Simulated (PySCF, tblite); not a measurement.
# C₄H₁₁FO₂Si: geometry, infrared bands and NMR shifts

Wanted: the infrared bands and NMR shifts of C₄H₁₁FO₂Si (`CC(C)(CF)O[SiH2]O`), by calculation.

Computed with tblite 0.8.0 and PySCF 2.14.0, with density-fitted response routines of our own, on a single molecule in the gas phase. Atoms count from 0, in the outputs and in this text.

## Step 1: The starting structure

19 atoms, charge 0, multiplicity 1; geometry from: force field or distance geometry start.

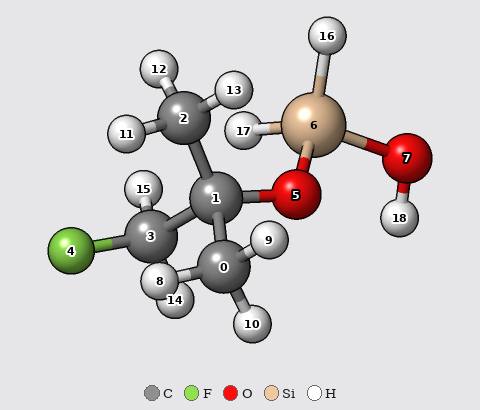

The starting geometry (carbon grey, fluorine green, oxygen red, silicon light orange, hydrogen white), atoms numbered.

## Step 2: Relaxing the molecule with GFN2-xTB

What the job is given:

```
{"job": {"kind": "relax", "xc": "GFN2-xTB", "basis": "xTB"}, "charge": 0, "multiplicity": 1}
C     -1.418700     1.266300    -0.510200
C     -0.471000     0.122100    -0.183200
C     -0.748500    -0.970500    -1.142700
C     -0.821400    -0.265700     1.258500
F     -2.141500    -0.680400     1.364000
O      0.769000     0.673700    -0.237100
Si     2.101900    -0.300900     0.077400
O      3.429800     0.754400     0.444100
H     -2.459400     0.953500    -0.355300
H     -1.195100     1.546900    -1.549400
H     -1.132900     2.088100     0.176500
H     -1.860300    -1.148100    -1.190100
H     -0.326400    -1.952600    -0.851500
H     -0.445600    -0.677000    -2.183300
H     -0.698500     0.615800     1.915500
H     -0.152900    -1.095000     1.547900
H      2.476400    -1.114400    -1.093800
H      1.871000    -1.112600     1.265600
H      3.214100     1.305700     1.239700
```

Command:

```sh
OMP_NUM_THREADS=1 python probes_run.py task.json out
```

One launch serves the whole session: the jobs run in the order shown.

Output:

```text
step      E/eV     max force
  0    -785.31294    3.029
  1    -785.70453    1.507
  2    -785.80065    0.722
  3    -785.83602    0.674
  4    -785.90010    0.537
  5    -785.91794    0.570
  6    -785.96209    0.392
  7    -785.97312    0.219
  8    -785.98380    0.206
  9    -785.99250    0.296
 10    -786.00319    0.335
 11    -786.01215    0.258
 12    -786.01895    0.156
 13    -786.02353    0.154
 14    -786.02815    0.208
 15    -786.03241    0.193
 16    -786.03513    0.125
 17    -786.03739    0.146
 18    -786.04047    0.169
 19    -786.04518    0.216
 20    -786.05167    0.233
 21    -786.05875    0.219
 22    -786.06490    0.152
 23    -786.06948    0.124
 24    -786.07267    0.112
 25    -786.07470    0.087
 26    -786.07611    0.074
 27    -786.07732    0.093
 28    -786.07841    0.080
 29    -786.07934    0.076
 30    -786.08005    0.049
 31    -786.08058    0.054
 32    -786.08102    0.051
 33    -786.08150    0.050
 34    -786.08209    0.052
 35    -786.08273    0.064
 36    -786.08327    0.054
 37    -786.08368    0.041
 38    -786.08403    0.045
 39    -786.08440    0.054
 40    -786.08475    0.048
 41    -786.08504    0.039
 42    -786.08531    0.041
 43    -786.08562    0.049
 44    -786.08598    0.063
 45    -786.08629    0.046
 46    -786.08651    0.033
 47    -786.08667    0.043
 48    -786.08688    0.056
 49    -786.08719    0.055
 50    -786.08757    0.044
 51    -786.08791    0.049
 52    -786.08826    0.041
 53    -786.08856    0.047
 54    -786.08879    0.040
 55    -786.08897    0.038
 56    -786.08916    0.035
 57    -786.08932    0.039
 58    -786.08944    0.024
 59    -786.08951    0.030
 60    -786.08957    0.022
 61    -786.08963    0.034
 62    -786.08971    0.030
 63    -786.08981    0.027
 64    -786.08987    0.028
 65    -786.08995    0.026
 66    -786.09004    0.026
 67    -786.09011    0.016
 68    -786.09014    0.009
```

It took 0.5 s on 1 thread of Arm Neoverse V1, shared host; peak memory 0.18 GiB.

The steps of the relaxation: (not every step is listed)

```tsv
step	energy from step 0 (eV)	largest force (eV/Å)
0	0.0000	3.0294
1	-0.3916	1.5069
2	-0.4877	0.7219
3	-0.5231	0.6741
4	-0.5872	0.5368
5	-0.6050	0.5701
6	-0.6491	0.3921
7	-0.6602	0.2186
8	-0.6709	0.2062
13	-0.7106	0.1544
18	-0.7275	0.1693
23	-0.7565	0.1243
28	-0.7655	0.0802
33	-0.7686	0.0495
38	-0.7711	0.0452
43	-0.7727	0.0494
48	-0.7739	0.0555
53	-0.7756	0.0468
58	-0.7765	0.0245
63	-0.7769	0.0267
64	-0.7769	0.0281
65	-0.7770	0.0258
66	-0.7771	0.0263
67	-0.7772	0.0158
68	-0.7772	0.0087
```

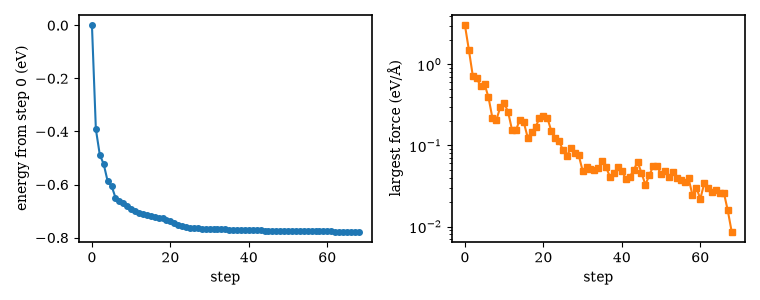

Energy and largest force along the relaxation.

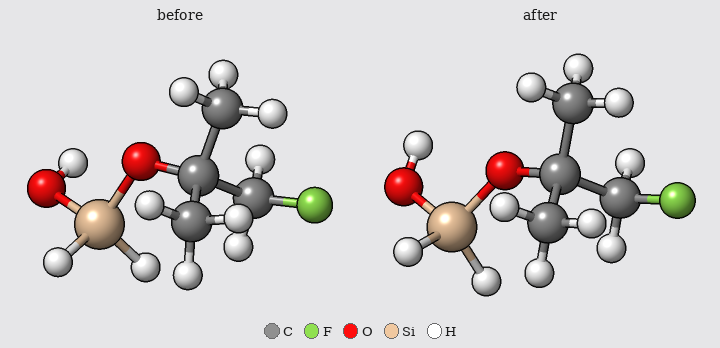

Before and after, at one scale.

Close pairs (by a distance rule), those that changed most:

```tsv
bond	before (Å)	after (Å)	change (Å)
Si6–O7	1.735	1.617	-0.119
O5–Si6	1.681	1.625	-0.056
C1–C2	1.480	1.527	+0.046
C1–O5	1.358	1.401	+0.043
C2–H11	1.127	1.087	-0.040
O7–H18	0.992	0.954	-0.038
C2–H13	1.123	1.086	-0.036
C0–H10	1.108	1.087	-0.021
```

The end geometry stands in the next job.

## Step 3: Vibrational analysis with GFN2-xTB

What the job is given:

```
{"job": {"kind": "ir", "xc": "GFN2-xTB", "basis": "xTB"}, "charge": 0, "multiplicity": 1}
C     -1.313450     1.365325    -0.512389
C     -0.536739     0.124122    -0.063628
C     -0.713587    -1.009967    -1.070275
C     -1.034574    -0.328193     1.320976
F     -2.361932    -0.667796     1.281498
O      0.806912     0.493975     0.082397
Si     2.184239    -0.367578     0.068820
O      3.338524     0.729168     0.349506
H     -2.378264     1.151302    -0.533013
H     -0.987403     1.663346    -1.505062
H     -1.128610     2.186780     0.175750
H     -1.767556    -1.257170    -1.162850
H     -0.167438    -1.890599    -0.741405
H     -0.330046    -0.704671    -2.039830
H     -0.928012     0.479214     2.051408
H     -0.481062    -1.210352     1.654581
H      2.492626    -0.940492    -1.235417
H      2.181652    -1.377030     1.130899
H      3.114915     1.569868     0.740574
```

Output:

```text
mode    cm-1     km/mol
  1      38.7      0.34
  2      58.4     70.49
  3      87.7     10.88
  4      89.6     40.93
  5     149.2      6.96
  6     187.9      0.13
  7     209.0      2.72
  8     246.1     26.53
  9     254.9      1.74
 10     307.0      0.20
 11     345.6      3.56
 12     412.2      4.57
 13     439.6      2.21
 14     516.2     20.73
 15     583.7    162.12
 16     623.2      4.97
 17     717.8     42.13
 18     765.6     18.71
 19     819.6    245.89
 20     827.3    164.81
 21     848.8    254.50
 22     919.0      0.60
 23     925.9    204.29
 24     956.2      2.83
 25     984.2     18.79
 26    1022.7      4.04
 27    1051.0     15.65
 28    1068.7    217.85
 29    1168.8      0.20
 30    1201.9    194.80
 31    1231.0     40.32
 32    1261.3     33.13
 33    1312.9      2.94
 34    1391.0     13.77
 35    1405.8      7.99
 36    1446.5      2.04
 37    1471.4      1.83
 38    1482.7      6.60
 39    1484.2      0.61
 40    1498.3      3.24
 41    2211.3    369.60
 42    2294.7    187.32
 43    2958.9     27.89
 44    2965.4     31.70
 45    3038.6     32.62
 46    3040.4     14.73
 47    3046.8     10.35
 48    3048.4      1.37
 49    3050.4     38.05
 50    3053.0     31.70
 51    3670.1     24.12
```

Wall time 0.69 s (1 thread of Arm Neoverse V1, shared host); peak memory 0.18 GiB.

Which atoms move in the most intense modes:

```tsv
cm⁻¹	km/mol	atoms
820	245.9	H18 28 %, H17 10 %
827	164.8	H16 48 %, H17 47 %
849	254.5	H18 26 %, Si6 13 %
926	204.3	O7 53 %, Si6 39 %
1069	217.8	O5 28 %, C3 24 %, F4 16 %
1202	194.8	C1 48 %, O5 17 %
2211	369.6	H17 89 %
2295	187.3	H16 90 %
```

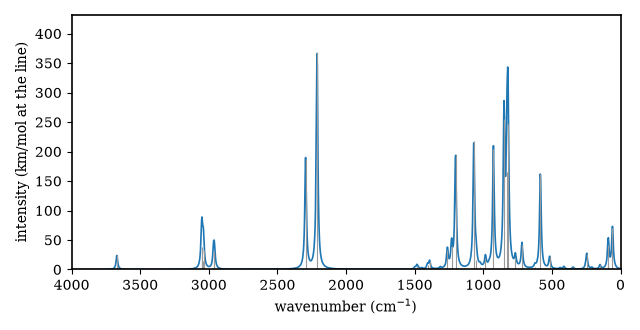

The infrared spectrum from these modes, unscaled. Lines are broadened to a width of 14 cm⁻¹ (Lorentzian).

## Step 4: Nuclear shieldings: PBE0/pcSseg-1

Same as in step 3 but for these lines:

```diff
@@ -1,2 +1,2 @@
-{"job": {"kind": "ir", "xc": "GFN2-xTB", "basis": "xTB"}, "charge": 0, "multiplicity": 1}
+{"job": {"kind": "nmr", "xc": "PBE0", "basis": "pcSseg-1"}, "charge": 0, "multiplicity": 1}
 C     -1.313450     1.365325    -0.512389
```

With the program's defaults for keys left out, this is: GIAO PBE0/pcSseg-1 NMR shielding, non-relativistic, gas phase.

Output:

```text
coarse grid: 16048 points
cycle   1  E = -698.0197508517  dE =  9.548e-01  |g| = 1.027e+00  |ddm| = 3.706e+00
cycle   2  E = -697.8192869336  dE =  2.005e-01  |g| = 1.481e+00  |ddm| = 1.877e+00
cycle   3  E = -698.2024912483  dE = -3.832e-01  |g| = 1.021e-01  |ddm| = 1.267e+00
cycle   4  E = -698.2042382594  dE = -1.747e-03  |g| = 4.675e-02  |ddm| = 1.091e-01
cycle   5  E = -698.2046789263  dE = -4.407e-04  |g| = 1.170e-02  |ddm| = 4.103e-02
cycle   6  E = -698.2046980065  dE = -1.908e-05  |g| = 4.693e-03  |ddm| = 1.149e-02
cycle   7  E = -698.2047020128  dE = -4.006e-06  |g| = 4.804e-04  |ddm| = 3.662e-03
final grid: 149872 points
cycle   8  E = -698.2804662105  dE = -5.506e-05  |g| = 1.181e-02  |ddm| = 3.604e-02
cycle   9  E = -698.2804431214  dE =  2.309e-05  |g| = 1.641e-02  |ddm| = 2.009e-02
cycle  10  E = -698.2804939323  dE = -5.081e-05  |g| = 1.239e-03  |ddm| = 1.150e-02
cycle  11  E = -698.2804942241  dE = -2.918e-07  |g| = 3.128e-04  |ddm| = 1.219e-03
cycle  12  E = -698.2804942416  dE = -1.750e-08  |g| = 1.205e-04  |ddm| = 3.397e-04
cycle  13  E = -698.2804942439  dE = -2.287e-09  |g| = 3.478e-05  |ddm| = 1.072e-04
cycle  14  E = -698.2804942441  dE = -2.201e-10  |g| = 5.880e-06  |ddm| = 3.393e-05
converged SCF energy = -698.2804942441

GIAO shielding tensors (ppm)
atom      isotropic    diamagn.    paramagn.     s11        s22        s33       span
  0 C      157.566     248.384     -90.818    138.468    147.157    187.074     48.605
  1 C      112.448     240.494    -128.046     87.993     96.639    152.714     64.721
  2 C      157.694     251.227     -93.534    137.847    150.393    184.841     46.994
  3 C       95.201     245.955    -150.754     67.561     81.356    136.685     69.123
  4 F      423.407     472.319     -48.913    398.836    407.545    463.839     65.003
  5 O      257.762     400.982    -143.220    210.173    264.470    298.643     88.470
  6 Si     386.489     880.441    -493.952    364.751    379.388    415.326     50.575
  7 O      305.349     387.214     -81.866    259.475    303.464    353.107     93.632
  8 H       30.223      30.464      -0.241     26.175     28.779     35.717      9.542
  9 H       30.391      30.942      -0.551     26.838     28.844     35.490      8.652
 10 H       30.527      30.940      -0.413     27.112     27.889     36.578      9.466
 11 H       29.925      31.014      -1.089     26.109     28.365     35.302      9.193
 12 H       30.749      32.505      -1.756     27.301     28.478     36.468      9.167
 13 H       30.176      32.052      -1.876     27.286     28.125     35.117      7.831
 14 H       27.327      31.022      -3.695     23.698     28.431     29.851      6.153
 15 H       27.151      31.480      -4.329     22.954     28.519     29.980      7.026
 16 H       26.754      30.280      -3.526     22.805     25.735     31.722      8.916
 17 H       26.544      30.634      -4.090     22.379     25.762     31.490      9.111
 18 H       30.274      32.880      -2.607     21.672     26.909     42.240     20.568
```

Wall time 47 s (1 thread of Arm Neoverse V1, shared host); peak memory 0.88 GiB.

The references, computed at this level on geometries of the same kind, shield at (ppm): 1H TMS 31.72, 13C TMS 186.9, 29Si TMS 349.2, 19F CFCl3 170.9, 17O H2O 336.1. Their shielding less the atom's gives the shift. The references are single molecules in the gas phase, so shifts against H2O, NH3, PH3, H3PO4 or CFCl3 are not on the usual liquid scales and can be off by tens of ppm. Atoms listed in one row are averaged.

```tsv
atoms	environment	σ (ppm)	δ (ppm)	δ scaled to CDCl3
C3	sp3 CH2 bonded to F	95.2	91.7	87.6
C1	fully substituted sp3 carbon bonded to O	112.4	74.5	70.8
C0, C2	methyl carbon	157.6	29.3	26.7
H16, H17	hydrogen on a silicon bonded to 2 O	26.65	5.07	–
H14, H15	hydrogen on an sp3 CH2 bonded to F	27.24	4.48	4.33
H18	hydrogen on an oxygen bonded to Si	30.27	1.44	–
H8, H9, H10, H11, H12, H13	hydrogen on a methyl carbon	30.33	1.39	1.41
F4	fluorine on an sp3 carbon	423.4	-252.5	–
O5	oxygen bonded to C, Si	257.8	78.3	–
O7	oxygen bonded to Si, H	305.3	30.7	–
Si6	silicon bonded to 2 O, 2 H	386.5	-37.3	–
```

The scaled column applies a straight-line fit of computed shieldings to shifts measured in CDCl3, and one for carbons that bear F (root-mean-square error 0.16 ppm for H, 1.9 ppm for C).

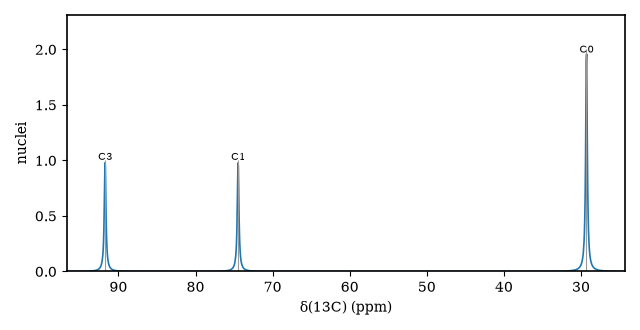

13C lines at the computed shifts, without couplings. Lines are broadened to a width of 0.25 ppm (Lorentzian).

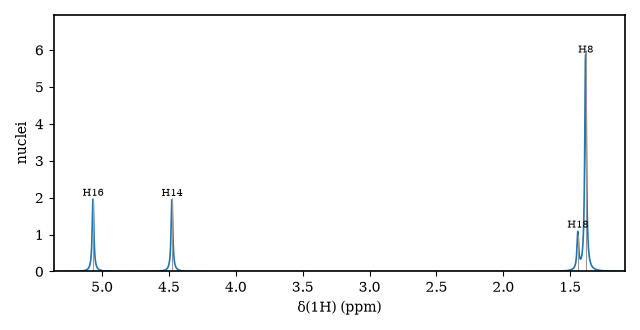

1H lines at the computed shifts, without couplings. Lines are broadened to a width of 0.01 ppm (Lorentzian).

The run also stored atomic charges by several schemes (e):

```tsv
atoms	Mulliken	IAO	Hirshfeld	ESP fit
C0, C2	-0.19	-0.43	-0.13	-0.52
C1	-0.21	0.24	0.09	0.76
C3	0.27	0.03	0.02	-0.04
F4	-0.34	-0.33	-0.11	-0.23
O5	-0.64	-0.66	-0.21	-0.68
Si6	0.96	1.22	0.44	0.94
O7	-0.55	-0.80	-0.31	-0.73
```

ESP fit charges:

C0 -0.53; C1 0.76; C2 -0.52; C3 -0.04; F4 -0.23; O5 -0.68; Si6 0.94; O7 -0.73; H8 0.12; H9 0.14; H10 0.13; H11 0.14; H12 0.10; H13 0.13; H14 0.08; H15 0.08; H16 -0.15; H17 -0.20; H18 0.45

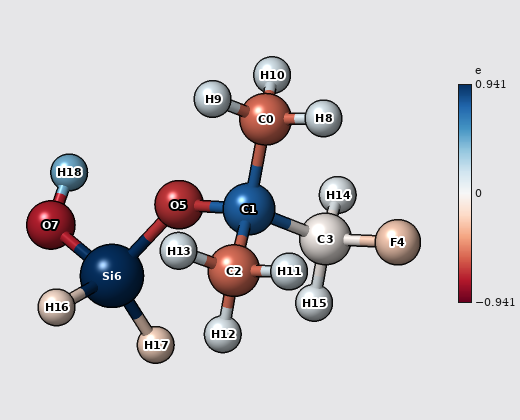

ESP fit charges, as colours on the atoms.

Mayer bond orders: C0–C1 1.00, C1–C2 1.02, C1–C3 0.99, C3–F4 0.89, C1–O5 0.82, O5–Si6 0.95, Si6–O7 1.06.

Orbitals, density, ELF and potential are computed afterwards from the orbital file.

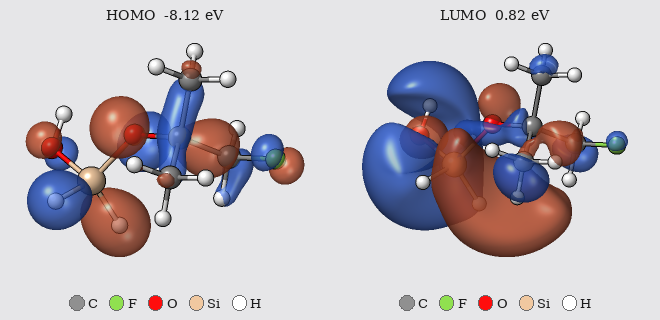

PBE0/pcSseg-1 orbitals near the gap, drawn at the value that encloses 70 % of each; the two colours are the two signs.

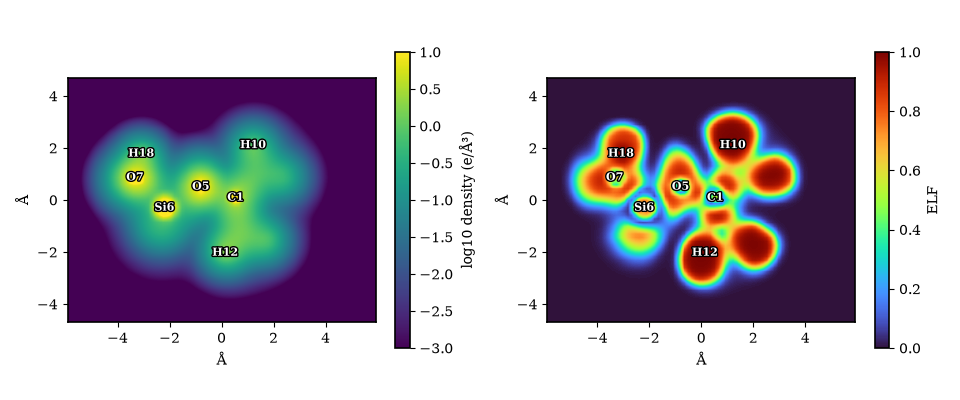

Density (left) and ELF (right) in a plane through or near 7 of the atoms.

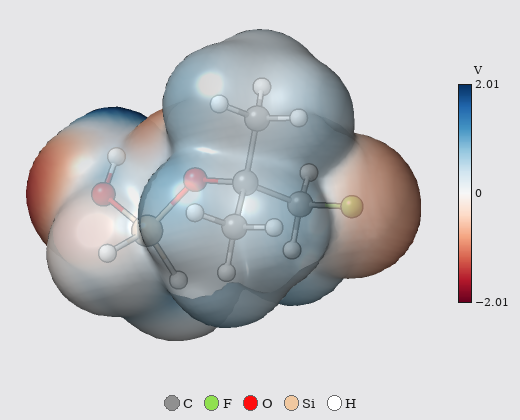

Electrostatic potential on the surface of density 0.002 e/bohr³; red is low, blue high. It runs from -1.32 V near O7 to 2.01 V near H18.

## Step 5: Summary of results

| quantity | value |
| --- | --- |
| strongest single infrared mode (GFN2-xTB) | 2211 cm⁻¹, 370 km/mol |
| zero-point energy (GFN2-xTB) | 91.8 kcal/mol |
| 13C shifts against TMS (PBE0/pcSseg-1, means over atoms taken as alike) | 91.7, 74.5, 29.3 ppm |
| 1H shifts against TMS (PBE0/pcSseg-1, means over atoms taken as alike) | 5.07, 4.48, 1.44, 1.39 ppm |
| 19F shifts against CFCl3 (PBE0/pcSseg-1) | -252.5 ppm |
| 17O shifts against H2O (PBE0/pcSseg-1) | 78.3, 30.7 ppm |
| 29Si shifts against TMS (PBE0/pcSseg-1) | -37.3 ppm |
| surface potential, least and greatest | -1.32 V and 2.01 V |

In words: Over 68 steps the energy fell by 0.777 eV; of the close pairs, Si6–O7 changed most, 1.735 to 1.617 Å. All 51 modes are real, so the xTB geometry is a minimum. The strongest single mode, at 2211 cm⁻¹, moves mainly H17. GFN2-xTB is a fitted tight-binding method: band positions and strengths are rough. Its intensities can rank the bands wrongly. C3 (sp3 CH2 bonded to F) lies farthest downfield among carbon, at 91.7 ppm; pulled downfield by the heteroatom.
